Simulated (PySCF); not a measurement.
# One shape, several levels: C7H8 (3-methylene-1,4-cyclohexadiene)

Aim: a comparison of 6 runs (HF/STO-3G, HF/3-21G, B2PLYP/6-31G*, B3LYP/6-31G*, wB97M-V/6-31G*, SCS-MP2/6-31G*) of C7H8 (3-methylene-1,4-cyclohexadiene). Input form: a Python script.

The results are computed with PySCF 2.14.0.

1 further run of the same task is left out (set aside as unsound or not needed).

## (1) Starting point

C7H8: 15 atoms, total charge 0, spin state singlet. As SMILES, `C=C1C=CCC=C1`. The shape is that of a GFN2-xTB optimisation.

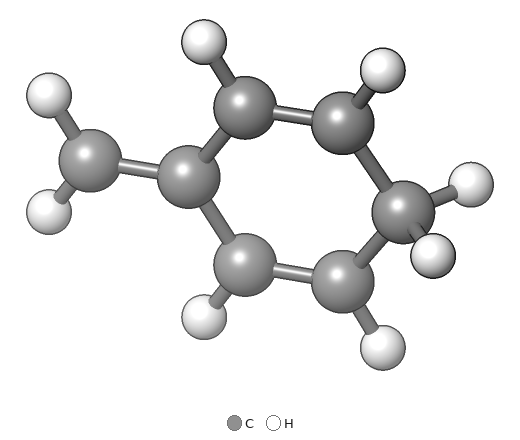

Viewed from a chosen angle; carbon grey, hydrogen white.

## (2) The energy at HF/STO-3G (run 1)

The input, run.py:

```python
from pyscf import gto, scf

mol = gto.M(
    atom=[
    ('C', (-1.009500, -0.635490, 2.122110)),
    ('C', (-0.454530, -0.286460, 0.954040)),
    ('C', (0.897300, -0.683350, 0.593720)),
    ('C', (1.457760, -0.340610, -0.562760)),
    ('C', (0.760290, 0.479780, -1.596300)),
    ('C', (-0.624090, 0.864720, -1.192280)),
    ('C', (-1.167120, 0.511910, -0.030460)),
    ('H', (-2.009700, -0.336340, 2.385320)),
    ('H', (-0.475600, -1.226520, 2.846700)),
    ('H', (1.439320, -1.280480, 1.314200)),
    ('H', (2.465280, -0.651930, -0.803830)),
    ('H', (0.725530, -0.074680, -2.543800)),
    ('H', (1.347420, 1.384640, -1.803590)),
    ('H', (-1.178460, 1.459930, -1.905340)),
    ('H', (-2.173910, 0.814870, 0.222280)),
],
    charge=0,
    basis='sto-3g',
    verbose=3,
    max_memory=1860,
)

mf = scf.RHF(mol)
mf.conv_tol = 1e-10
mf.kernel()
if not mf.converged:
    mf = mf.newton().run(mf.mo_coeff, mf.mo_occ)

energy = mf.e_tot
print(f'total energy: {energy:.8f} hartree')
```

The run is started by

```sh
$ OMP_NUM_THREADS=1 python run.py
```

Log:

```text
converged SCF energy = -266.410407889501
total energy: -266.41040789 hartree
```

Wall time 1.1 s (1 thread of Intel Xeon at 2.70GHz, shared host); peak memory 0.1 GiB.

## (3) The energy at HF/3-21G (run 2)

The input, input.xyz:

```xyz
15
C7H8
C     -1.009500    -0.635490     2.122110
C     -0.454530    -0.286460     0.954040
C      0.897300    -0.683350     0.593720
C      1.457760    -0.340610    -0.562760
C      0.760290     0.479780    -1.596300
C     -0.624090     0.864720    -1.192280
C     -1.167120     0.511910    -0.030460
H     -2.009700    -0.336340     2.385320
H     -0.475600    -1.226520     2.846700
H      1.439320    -1.280480     1.314200
H      2.465280    -0.651930    -0.803830
H      0.725530    -0.074680    -2.543800
H      1.347420     1.384640    -1.803590
H     -1.178460     1.459930    -1.905340
H     -2.173910     0.814870     0.222280
```

The input, job.py:

```python
from pyscf import gto, scf

mol = gto.M(
    atom='input.xyz',
    spin=0,
    basis='3-21g',
    charge=0,
    verbose=4,
    max_memory=1860,
)

mf = scf.RHF(mol)
mf.conv_tol = 1e-10
mf.kernel()
if not mf.converged:
    mf = mf.newton().run(mf.mo_coeff, mf.mo_occ)

energy = mf.e_tot
print('E(%s) = %.9f' % ('HF', energy))
```

The run is started by

```sh
$ OMP_NUM_THREADS=1 python job.py
```

Log:

```text
PySCF version 2.14.0

[... 73 lines left out ...]
converged SCF energy = -268.186362546223
E(HF) = -268.186362546
```

Run time: 1.9 s. Hardware: 1 thread of Intel Xeon at 2.70GHz, shared host; peak memory 0.14 GiB.

Run 3 isn't shown in full; the table further down has it.

## (4) The energy at B3LYP/6-31G(d) (spherical functions) (run 4)

The input, mol.xyz:

```xyz
15

C     -1.009500    -0.635490     2.122110
C     -0.454530    -0.286460     0.954040
C      0.897300    -0.683350     0.593720
C      1.457760    -0.340610    -0.562760
C      0.760290     0.479780    -1.596300
C     -0.624090     0.864720    -1.192280
C     -1.167120     0.511910    -0.030460
H     -2.009700    -0.336340     2.385320
H     -0.475600    -1.226520     2.846700
H      1.439320    -1.280480     1.314200
H      2.465280    -0.651930    -0.803830
H      0.725530    -0.074680    -2.543800
H      1.347420     1.384640    -1.803590
H     -1.178460     1.459930    -1.905340
H     -2.173910     0.814870     0.222280
```

The input, input.py:

```python
from pyscf import gto, dft

system = gto.M(
    atom='mol.xyz',
    max_memory=1860,
    charge=0,
    basis='6-31g*',
    verbose=3,
)

ks = dft.RKS(system)
ks.xc = 'b3lyp'
ks.grids.level = 5
ks.conv_tol = 1e-10
ks.kernel()
if not ks.converged:
    ks = ks.newton().run(ks.mo_coeff, ks.mo_occ)

e_final = ks.e_tot
print('E = %.10f Eh' % e_final)
```

The run is started by

```sh
$ OMP_NUM_THREADS=1 python input.py
```

Log:

```text
converged SCF energy = -271.509860055407
E = -271.5098600554 Eh
```

It took 43 s on 1 thread of Intel Xeon at 2.70GHz, shared host; peak memory 0.63 GiB.

Run 5 isn't shown in full; the table further down has it.

## (5) The energy at SCS-MP2/6-31G(d) (spherical functions) (run 6)

The input, calc.py:

```python
from pyscf import gto, mp

mol = gto.M(
    atom=[
    ('C', (-1.009500, -0.635490, 2.122110)),
    ('C', (-0.454530, -0.286460, 0.954040)),
    ('C', (0.897300, -0.683350, 0.593720)),
    ('C', (1.457760, -0.340610, -0.562760)),
    ('C', (0.760290, 0.479780, -1.596300)),
    ('C', (-0.624090, 0.864720, -1.192280)),
    ('C', (-1.167120, 0.511910, -0.030460)),
    ('H', (-2.009700, -0.336340, 2.385320)),
    ('H', (-0.475600, -1.226520, 2.846700)),
    ('H', (1.439320, -1.280480, 1.314200)),
    ('H', (2.465280, -0.651930, -0.803830)),
    ('H', (0.725530, -0.074680, -2.543800)),
    ('H', (1.347420, 1.384640, -1.803590)),
    ('H', (-1.178460, 1.459930, -1.905340)),
    ('H', (-2.173910, 0.814870, 0.222280)),
],
    max_memory=1860,
    spin=0,
    verbose=3,
    basis='6-31g*',
)

mf = mol.RHF()
mf.conv_tol = 1e-10
mf.kernel()
if not mf.converged:
    mf = mf.newton().run(mf.mo_coeff, mf.mo_occ)

pt = mp.MP2(mf, frozen=7).run()
etot = mf.e_tot + 1.2 * pt.e_corr_os + pt.e_corr_ss / 3
print(f'total energy: {etot:.8f} hartree')
```

The run is started by

```sh
$ OMP_NUM_THREADS=1 python calc.py
```

Log:

```text
converged SCF energy = -269.689741721423
E(RMP2) = -270.560549848068  E_corr = -0.870808126644565
E(SCS-RMP2) = -270.543682600793  E_corr = -0.853940879369594
total energy: -270.54368260 hartree
```

It took 5.7 s on 1 thread of Intel Xeon at 2.70GHz, shared host; peak memory 0.38 GiB.

## (6) The series

```csv
run,level,frozen core orbitals,integration grid,energy (Eh),dipole moment (D) of the reference,HOMO energy (eV),LUMO energy (eV),wall time
1,HF/STO-3G,–,–,-266.410408,0.65,-6.23,6.19,1.1 s
2,HF/3-21G,–,–,-268.186363,0.83,-7.88,3.27,1.9 s
3,B2PLYP/6-31G* (spherical functions),7,5,-271.182508,0.85,-6.53,1.04,56 s
4,B3LYP/6-31G* (spherical functions),–,5,-271.509860,0.90,-5.60,-0.54,43 s
5,wB97M-V/6-31G* (spherical functions),–,5,-271.377850,0.87,-7.83,1.68,5.2 min
6,SCS-MP2/6-31G* (spherical functions),7,–,-270.543683,0.81,-7.86,3.36,5.7 s
```

## (7) What came out

| quantity | value |
| --- | --- |
| run 6: total energy | -270.54368 Eh |
| run 6: dipole moment (Hartree–Fock density) | 0.81 D |
| run 6: HOMO energy (Hartree–Fock orbitals) | -7.86 eV |
| run 6: LUMO energy (Hartree–Fock orbitals) | 3.36 eV |
| run 6: HOMO–LUMO gap (Hartree–Fock orbitals) | 11.22 eV |
| run 6: correlation energy (7 core orbitals frozen) | -853.9 mEh |

**Reading.** Over runs 1, 2, 3, 4, 5 the dipole moment (its size) runs from 0.65 D (HF/STO-3G) to 0.90 D (B3LYP/6-31G*). The two ends differ in method and basis. Over runs 1, 2, 3, 4, 5 the HOMO–LUMO gap runs from 5.06 eV (B3LYP/6-31G*) to 12.42 eV (HF/STO-3G). Totals of different functionals can't be ranked against each other. In run 1 the basis is minimal, so the values are rough. All runs together took 7 min, the longest 5.2 min.
